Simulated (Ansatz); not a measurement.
Geometry relaxation, with input and output: Al32C (part 2 of 2)

The same run, continued: Al32C (defect cell, 33 atoms in the cell); DFT LDA, scalar-relativistic, plane waves, PAW, no spin polarisation (Ansatz 0.2.0); cutoff 420 eV, 2×2×2 k-mesh, Gaussian smearing of 0.15 eV. It belongs to a series of runs on one base structure; here: end point B relaxed.

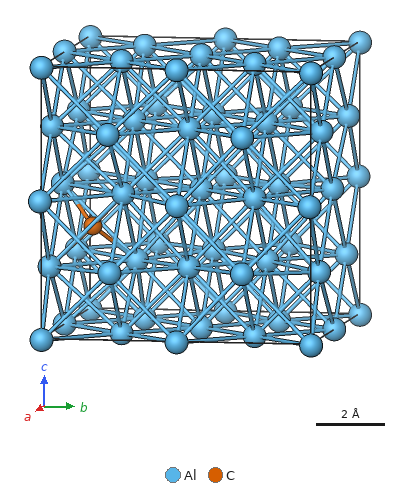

The geometry at step 3 of the log (ball-and-stick view of the cell of the calculation, seen slightly off an axis).

### Log, continued
```
--- Per-component energies (eV) ---
  E_band       = 327.628080
  E_kinetic    = 824.618377
  E_local      = 112.120625  (includes V_loc(G=0)·N_el)
  E_nonlocal   = 380.057301
  E_hartree    = 72.262744
  E_xc         = -1308.176079
  E_vxc        = -998.952525  (∫ρ·V_xc dr)
  E_paw        = -14275.777312  (= ΣΔE_a)
  E_vpaw       = -134.741187  (= ΣTr[D̂ρ^β])
  E_aug_tail   = -0.000120  (compensation charges beyond the density's cutoff)
  E_ewald      = -2460.227732
  E_core_change = 1.845762  (= ΣΔE_core)
  E_smearing   = -0.141187  (= −TS)
  E_closure    = 0.000000  (closes the sum)
  Σ components = -16653.417620   (vs F -16653.417620, Δ=0.00e0)
--- Forces (eV/Å), atoms counted from 1 ---
  atom   1  Al    -0.00047720    -0.00040496     0.00036631
  atom   2  Al     0.00067585     0.00044867     0.00009967
  atom   3  Al    -0.00019066    -0.00062375    -0.00041168
  atom   4  Al     0.00099038     0.00159886    -0.00164759
  atom   5  Al    -0.00122296    -0.00121890    -0.00112692
  atom   6  Al     0.00179959     0.00161788    -0.00196630
  atom   7  Al    -0.00106262    -0.00102427    -0.00095688
  atom   8  Al     0.00108075    -0.00028770    -0.00033102
  atom   9  Al    -0.00092008     0.00053641    -0.00076486
  atom  10  Al     0.00102729     0.00055032    -0.00057019
  atom  11  Al    -0.00093342    -0.00100595     0.00092713
  atom  12  Al    -0.00071986    -0.00040181    -0.00010020
  atom  13  Al     0.00088077    -0.00046143    -0.00002056
  atom  14  Al     0.00083771     0.00063019    -0.00037727
  atom  15  Al    -0.00075919    -0.00080007    -0.00085256
  atom  16  Al     0.00098739     0.00100846    -0.00079827
  atom  17  Al    -0.00156627     0.00109949     0.00145509
  atom  18  Al    -0.00038610     0.00067473    -0.00036180
  atom  19  Al     0.00078148    -0.00083206     0.00089573
  atom  20  Al     0.00129202     0.00037584     0.00027174
  atom  21  Al    -0.00075327     0.00022470     0.00068941
  atom  22  Al     0.00059171     0.00071540     0.00027825
  atom  23  Al    -0.00180844     0.00153737     0.00148642
  atom  24  Al    -0.00060433     0.00067177    -0.00011935
  atom  25  Al    -0.00111673     0.00081525     0.00098584
  atom  26  Al     0.00081057    -0.00155140     0.00147379
  atom  27  Al     0.00083000     0.00115855    -0.00133613
  atom  28  Al    -0.00142368    -0.00139050    -0.00131177
  atom  29  Al     0.00068293    -0.00124758     0.00118627
  atom  30  Al    -0.00044812     0.00081872     0.00071301
  atom  31  Al     0.00174537    -0.00211080     0.00183180
  atom  32  Al     0.00089542    -0.00036693     0.00057917
  atom  33  C     -0.00149917    -0.00074515    -0.00018432
  max |Σ_I F_I| component: 1.71e-5 eV/Å
--- Relaxed structure (5 steps of the walk, 5 accepted, 0 SCFs on fresh bases) ---
  F+E_penalty+E_count = -16653.41762035 eV   max|allowed force component| = 2.111e-3 eV/Å
  atoms:
    - { symbol: Al, position: [0.4962143416224955, -0.0037096732806360926, -0.002089487004256618] }
    - { symbol: Al, position: [0.7534560731127198, 0.25353921788211625, -0.002092539116308119] }
    - { symbol: Al, position: [0.7637845146453062, -0.014039336639484186, 0.23601639375653774] }
    - { symbol: Al, position: [0.004254098042105457, 0.0008535446404435947, -0.004427974695640929] }
    - { symbol: Al, position: [0.24546788723487298, 0.24897131977081755, -0.004409125598892308] }
    - { symbol: Al, position: [0.5007697850907357, 0.5042960937935429, -0.0044001633328582986] }
    - { symbol: Al, position: [0.7488863533487775, 0.7455220186179508, -0.004429519413789401] }
    - { symbol: Al, position: [0.24775495356408342, -0.0037045539869900875, 0.24634557771608326] }
    - { symbol: Al, position: [0.4859233911996854, 0.26379335358159967, 0.23608317242759794] }
    - { symbol: Al, position: [0.7534545253260886, 0.501959098910788, 0.24633953776972603] }
    - { symbol: Al, position: [0.4859603283410308, -0.013934889884614107, 0.5138017975789861] }
    - { symbol: Al, position: [0.7638654024179634, 0.26394348830899983, 0.513992265473341] }
    - { symbol: Al, position: [0.7534557662072481, -0.0037089064767070966, 0.7520223085843971] }
    - { symbol: Al, position: [0.0023178145791895007, 0.5023930779069737, -0.0025034935093648045] }
    - { symbol: Al, position: [0.24738672170573336, 0.7474559032444749, -0.0024990936833088925] }
    - { symbol: Al, position: [0.0018702850954376692, 0.25354165691369407, 0.24633657181245236] }
    - { symbol: Al, position: [0.24547222331964672, 0.504302398933875, 0.25090728541791135] }
    - { symbol: Al, position: [0.49621639972055315, 0.7478488297362252, 0.24634276466647237] }
    - { symbol: Al, position: [0.0018725299688931545, -0.003714540906924754, 0.5035971030778842] }
    - { symbol: Al, position: [0.2477455205394284, 0.2535385154107115, 0.5035895412454335] }
    - { symbol: Al, position: [0.49621241115196923, 0.5019624760116534, 0.5035961380972755] }
    - { symbol: Al, position: [0.7534571039554433, 0.7478415250235232, 0.5035906318401051] }
    - { symbol: Al, position: [0.2454910163796294, 0.0008565207097405287, 0.754330406881468] }
    - { symbol: Al, position: [0.4962146947380504, 0.25354141272619274, 0.7520230199897233] }
    - { symbol: Al, position: [0.7488846879505505, 0.5043482947709121, 0.7543949710760418] }
    - { symbol: Al, position: [0.004254109011698628, 0.7455246576800625, 0.25090673823203735] }
    - { symbol: Al, position: [0.004280038327978254, 0.5043497385227236, 0.4990189648536803] }
    - { symbol: Al, position: [0.24548401144636006, 0.7455585236550536, 0.4990237101023772] }
    - { symbol: Al, position: [0.004278649748978837, 0.2489673160890067, 0.7543947987383699] }
    - { symbol: Al, position: [0.24738068440631708, 0.5023925539829074, 0.7524396330036313] }
    - { symbol: Al, position: [0.50077302656851, 0.745571661442665, 0.7543234853043792] }
    - { symbol: Al, position: [0.002318428873962062, 0.7474494707989733, 0.7524410685631471] }
    - { symbol: C, position: [0.6250328523585588, 0.12501112210973048, 0.37499950014536104] }
```

### Trajectory as extended XYZ (Å, eV, eV/Å), 5 frames, from step=1 to step=5
```
33
Lattice="8.1000 0.0000 0.0000 0.0000 8.1000 0.0000 0.0000 0.0000 8.1000" Properties=species:S:1:pos:R:3:forces:R:3 step=1 energy=-16651.89863
Al    4.0500    0.0000    0.0000   -0.1091  -0.1125  -0.1697
Al    6.0750    2.0250    0.0000    0.1110   0.1080  -0.1702
Al    6.0750    0.0000    2.0250    2.2726  -2.1453  -2.1713
Al    0.0000    0.0000    0.0000    0.1021   0.1149  -0.1032
Al    2.0250    2.0250    0.0000   -0.0967  -0.1212  -0.0958
Al    4.0500    4.0500    0.0000    0.1157   0.0990  -0.0997
Al    6.0750    6.0750    0.0000   -0.1204  -0.1000  -0.0997
Al    2.0250    0.0000    2.0250   -0.1895  -0.1192  -0.1213
Al    4.0500    2.0250    2.0250   -2.4587   2.6089  -2.5375
Al    6.0750    4.0500    2.0250    0.1048   0.1515  -0.0970
Al    4.0500    0.0000    4.0500   -2.7103  -2.7636   2.8427
Al    6.0750    2.0250    4.0500    1.7878   1.7563   1.7362
Al    6.0750    0.0000    6.0750    0.1098  -0.0999   0.1594
Al    0.0000    4.0500    0.0000    0.1010   0.1029  -0.1057
Al    2.0250    6.0750    0.0000   -0.1103  -0.1089  -0.1080
Al    0.0000    2.0250    2.0250    0.1393   0.0977  -0.0929
Al    2.0250    4.0500    2.0250   -0.0984   0.0968   0.1185
Al    4.0500    6.0750    2.0250   -0.1117  -0.1774  -0.1172
Al    0.0000    0.0000    4.0500    0.1394  -0.0932   0.0980
Al    2.0250    2.0250    4.0500   -0.1902   0.1207   0.1187
Al    4.0500    4.0500    4.0500   -0.0976   0.1517   0.1058
Al    6.0750    6.0750    4.0500    0.1160  -0.1780   0.1110
Al    2.0250    0.0000    6.0750   -0.0962   0.1191   0.0948
Al    4.0500    2.0250    6.0750   -0.1002   0.1104   0.1594
Al    6.0750    4.0500    6.0750   -0.1166   0.1063   0.1066
Al    0.0000    6.0750    2.0250    0.1014  -0.1027   0.1159
Al    0.0000    4.0500    4.0500    0.1076   0.1079  -0.1138
Al    2.0250    6.0750    4.0500   -0.0943  -0.0938  -0.1217
Al    0.0000    2.0250    6.0750    0.1069  -0.1149   0.1075
Al    2.0250    4.0500    6.0750   -0.1095   0.1043   0.1054
Al    4.0500    6.0750    6.0750    0.1174  -0.0970   0.0962
Al    0.0000    6.0750    6.0750    0.1016  -0.1072   0.1046
C     5.0235    0.9924    3.0294    1.1753   0.5782   0.1441
33
Lattice="8.1000 0.0000 0.0000 0.0000 8.1000 0.0000 0.0000 0.0000 8.1000" Properties=species:S:1:pos:R:3:forces:R:3 step=2 energy=-16652.89501
Al    4.0213   -0.0294   -0.0381   -0.0210  -0.0205   0.0723
Al    6.1038    2.0531   -0.0393    0.0200   0.0204   0.0640
Al    6.1199   -0.0379    1.9855    1.2265  -1.1921  -1.1989
Al    0.0220    0.0107   -0.0238    0.0007   0.0360  -0.0086
Al    2.0034    2.0119   -0.0203   -0.0039  -0.0344   0.0012
Al    4.0612    4.0717   -0.0227    0.0369   0.0019  -0.0066
Al    6.0624    6.0530   -0.0215   -0.0335  -0.0027  -0.0007
Al    1.9821   -0.0301    1.9944    0.0781  -0.0184  -0.0181
Al    4.0133    2.0698    1.9837   -1.3610   1.4048  -1.3838
Al    6.1031    4.0845    1.9988    0.0221  -0.0579  -0.0232
Al    4.0122   -0.0407    4.0945   -1.4867  -1.5029   1.5272
Al    6.1172    2.0653    4.0890    0.9787   0.9715   0.9671
Al    6.1040   -0.0267    6.1113    0.0210  -0.0224  -0.0621
Al    0.0245    4.0748   -0.0251   -0.0198  -0.0195   0.0194
Al    1.9970    6.0471   -0.0278    0.0190   0.0192   0.0193
Al    0.0312    2.0518    1.9993   -0.0539   0.0237  -0.0244
Al    2.0023    4.0703    2.0371   -0.0075  -0.0022   0.0356
Al    4.0211    6.0350    1.9948   -0.0202   0.0746  -0.0194
Al    0.0311   -0.0258    4.0769   -0.0557  -0.0244   0.0237
Al    1.9814    2.0554    4.0799    0.0745   0.0177   0.0180
Al    4.0234    4.0840    4.0784   -0.0234  -0.0625   0.0221
Al    6.1048    6.0340    4.0785    0.0190   0.0682   0.0196
Al    2.0030    0.0124    6.0950   -0.0063   0.0362  -0.0014
Al    4.0231    2.0542    6.1110   -0.0226   0.0211  -0.0649
Al    6.0639    4.0733    6.0987   -0.0334   0.0025   0.0046
Al    0.0215    6.0512    2.0361   -0.0010  -0.0090   0.0355
Al    0.0237    4.0744    4.0398    0.0036   0.0069  -0.0347
Al    2.0042    6.0550    4.0366   -0.0027   0.0004  -0.0350
Al    0.0232    2.0145    6.0994    0.0019  -0.0342   0.0073
Al    1.9982    4.0762    6.1014    0.0192  -0.0196  -0.0194
Al    4.0619    6.0530    6.0959    0.0370  -0.0057   0.0011
Al    0.0251    6.0492    6.1005   -0.0199   0.0193  -0.0193
C     5.0331    0.9974    3.0315    0.6144   0.3042   0.0826
33
Lattice="8.1000 0.0000 0.0000 0.0000 8.1000 0.0000 0.0000 0.0000 8.1000" Properties=species:S:1:pos:R:3:forces:R:3 step=3 energy=-16653.39148
Al    4.0168   -0.0336   -0.0187    0.0109   0.0117  -0.0086
Al    6.1080    2.0576   -0.0229   -0.0124  -0.0119   0.0086
Al    6.1742   -0.0950    1.9288    0.2053  -0.1913  -0.1938
Al    0.0320    0.0191   -0.0348   -0.0057  -0.0575   0.0143
Al    1.9929    2.0043   -0.0301    0.0043   0.0559  -0.0013
Al    4.0698    4.0824   -0.0341   -0.0585  -0.0031   0.0083
Al    6.0549    6.0432   -0.0310    0.0550   0.0070   0.0048
Al    2.0047   -0.0339    1.9908   -0.0086   0.0104   0.0109
Al    3.9529    2.1274    1.9246   -0.2325   0.2469  -0.2394
Al    6.1076    4.0711    1.9934   -0.0133  -0.0086   0.0120
Al    3.9502   -0.1019    4.1542   -0.2644  -0.2689   0.2767
Al    6.1679    2.1170    4.1413    0.1468   0.1424   0.1398
Al    6.1082   -0.0320    6.0961   -0.0131   0.0112  -0.0052
Al    0.0239    4.0743   -0.0250   -0.0234  -0.0244   0.0257
Al    1.9968    6.0471   -0.0277    0.0298   0.0291   0.0287
Al    0.0197    2.0568    1.9938   -0.0087  -0.0133   0.0126
Al    1.9912    4.0802    2.0452    0.0088   0.0020  -0.0571
Al    4.0166    6.0556    1.9910    0.0104  -0.0086   0.0117
Al    0.0189   -0.0314    4.0819   -0.0053   0.0123  -0.0132
Al    2.0026    2.0589    4.0836   -0.0002  -0.0112  -0.0107
Al    4.0180    4.0690    4.0828    0.0112   0.0002  -0.0129
Al    6.1085    6.0522    4.0828   -0.0122   0.0052  -0.0111
Al    1.9917    0.0207    6.1054    0.0050  -0.0577   0.0037
Al    4.0178    2.0583    6.0948    0.0108  -0.0129   0.0003
Al    6.0564    4.0824    6.1082    0.0547  -0.0132  -0.0155
Al    0.0312    6.0403    2.0443   -0.0037   0.0145  -0.0569
Al    0.0333    4.0843    4.0318   -0.0149  -0.0184   0.0560
Al    1.9935    6.0447    4.0288    0.0004  -0.0030   0.0565
Al    0.0325    2.0067    6.1093   -0.0129   0.0555  -0.0186
Al    1.9980    4.0758    6.1011    0.0284  -0.0261  -0.0266
Al    4.0704    6.0415    6.1067   -0.0586   0.0046   0.0006
Al    0.0244    6.0492    6.1002   -0.0241   0.0268  -0.0256
C     5.0382    1.0001    3.0329    0.1906   0.0943   0.0253
33
Lattice="8.1000 0.0000 0.0000 0.0000 8.1000 0.0000 0.0000 0.0000 8.1000" Properties=species:S:1:pos:R:3:forces:R:3 step=4 energy=-16653.40749
Al    4.0265   -0.0224   -0.0147   -0.0352  -0.0349   0.0061
Al    6.0952    2.0464   -0.0151    0.0315   0.0326   0.0029
Al    6.1874   -0.1183    1.9085   -0.0086   0.0043   0.0040
Al    0.0373   -0.0069   -0.0371   -0.0112   0.0721  -0.0015
Al    1.9855    2.0272   -0.0396    0.0093  -0.0620   0.0173
Al    4.0407    4.0861   -0.0360    0.0760  -0.0095   0.0020
Al    6.0745    6.0348   -0.0403   -0.0580   0.0108   0.0139
Al    2.0062   -0.0222    2.0036    0.0138  -0.0337  -0.0334
Al    3.9343    2.1325    1.9146   -0.0070   0.0084  -0.0099
Al    6.0958    4.0618    2.0016    0.0319   0.0050  -0.0345
Al    3.9382   -0.1083    4.1549   -0.0158  -0.0183   0.0183
Al    6.1955    2.1467    4.1727   -0.0274  -0.0239  -0.0223
Al    6.0953   -0.0237    6.0881    0.0317  -0.0346   0.0009
Al    0.0120    4.0630   -0.0140    0.0306   0.0302  -0.0303
Al    2.0115    6.0620   -0.0126   -0.0328  -0.0322  -0.0320
Al    0.0097    2.0474    2.0011    0.0110   0.0333  -0.0347
Al    1.9871    4.0882    2.0195    0.0019  -0.0177   0.0685
Al    4.0266    6.0587    2.0035   -0.0348   0.0092  -0.0342
Al    0.0096   -0.0244    4.0729    0.0104  -0.0351   0.0340
Al    2.0060    2.0455    4.0713    0.0121   0.0317   0.0323
Al    4.0253    4.0616    4.0720   -0.0354   0.0035   0.0340
Al    6.0949    6.0584    4.0717    0.0312   0.0066   0.0328
Al    1.9877   -0.0071    6.1126    0.0040   0.0710  -0.0166
Al    4.0256    2.0460    6.0880   -0.0351   0.0331   0.0000
Al    6.0743    4.0899    6.1149   -0.0589  -0.0088  -0.0056
Al    0.0380    6.0372    2.0196   -0.0145  -0.0015   0.0692
Al    0.0384    4.0884    4.0534   -0.0055  -0.0004  -0.0664
Al    1.9861    6.0360    4.0538    0.0114   0.0163  -0.0645
Al    0.0390    2.0268    6.1140   -0.0088  -0.0635  -0.0004
Al    2.0107    4.0622    6.0878   -0.0319   0.0311   0.0310
Al    4.0406    6.0389    6.1112    0.0756   0.0041  -0.0116
Al    0.0117    6.0608    6.0882    0.0310  -0.0308   0.0304
C     5.0763    1.0193    3.0398    0.0075   0.0036   0.0006
33
Lattice="8.1000 0.0000 0.0000 0.0000 8.1000 0.0000 0.0000 0.0000 8.1000" Properties=species:S:1:pos:R:3:forces:R:3 step=5 energy=-16653.41762
Al    4.0193   -0.0300   -0.0169   -0.0005  -0.0004   0.0004
Al    6.1030    2.0537   -0.0169    0.0007   0.0004   0.0001
Al    6.1867   -0.1137    1.9117   -0.0002  -0.0006  -0.0004
Al    0.0345    0.0069   -0.0359    0.0010   0.0016  -0.0016
Al    1.9883    2.0167   -0.0357   -0.0012  -0.0012  -0.0011
Al    4.0562    4.0848   -0.0356    0.0018   0.0016  -0.0020
Al    6.0660    6.0387   -0.0359   -0.0011  -0.0010  -0.0010
Al    2.0068   -0.0300    1.9954    0.0011  -0.0003  -0.0003
Al    3.9360    2.1367    1.9123   -0.0009   0.0005  -0.0008
Al    6.1030    4.0659    1.9953    0.0010   0.0006  -0.0006
Al    3.9363   -0.1129    4.1618   -0.0009  -0.0010   0.0009
Al    6.1873    2.1379    4.1633   -0.0007  -0.0004  -0.0001
Al    6.1030   -0.0300    6.0914    0.0009  -0.0005   0.0000
Al    0.0188    4.0694   -0.0203    0.0008   0.0006  -0.0004
Al    2.0038    6.0544   -0.0202   -0.0008  -0.0008  -0.0009
Al    0.0151    2.0537    1.9953    0.0010   0.0010  -0.0008
Al    1.9883    4.0848    2.0323   -0.0016   0.0011   0.0015
Al    4.0194    6.0576    1.9954   -0.0004   0.0007  -0.0004
Al    0.0152   -0.0301    4.0791    0.0008  -0.0008   0.0009
Al    2.0067    2.0537    4.0791    0.0013   0.0004   0.0003
Al    4.0193    4.0659    4.0791   -0.0008   0.0002   0.0007
Al    6.1030    6.0575    4.0791    0.0006   0.0007   0.0003
Al    1.9885    0.0069    6.1101   -0.0018   0.0015   0.0015
Al    4.0193    2.0537    6.0914   -0.0006   0.0007  -0.0001
Al    6.0660    4.0852    6.1106   -0.0011   0.0008   0.0010
Al    0.0345    6.0388    2.0323    0.0008  -0.0016   0.0015
Al    0.0347    4.0852    4.0421    0.0008   0.0012  -0.0013
Al    1.9884    6.0390    4.0421   -0.0014  -0.0014  -0.0013
Al    0.0347    2.0166    6.1106    0.0007  -0.0012   0.0012
Al    2.0038    4.0694    6.0948   -0.0004   0.0008   0.0007
Al    4.0563    6.0391    6.1100    0.0017  -0.0021   0.0018
Al    0.0188    6.0543    6.0948    0.0009  -0.0004   0.0006
C     5.0628    1.0126    3.0375   -0.0015  -0.0007  -0.0002
```

### Results in brief

```tsv
quantity	value
outcome	converged
electrons treated	100
free energy	−16653.4176 eV
Fermi energy	7.459 eV
final volume	531.44 Å³
largest force (length of the vector) at the end	0.003 eV/Å
hardware	2 threads of Intel Xeon (Sapphire Rapids), 176 GiB of memory available, shared host
wall time	26 s (CPU time 51 s)
peak memory	1 GiB
```
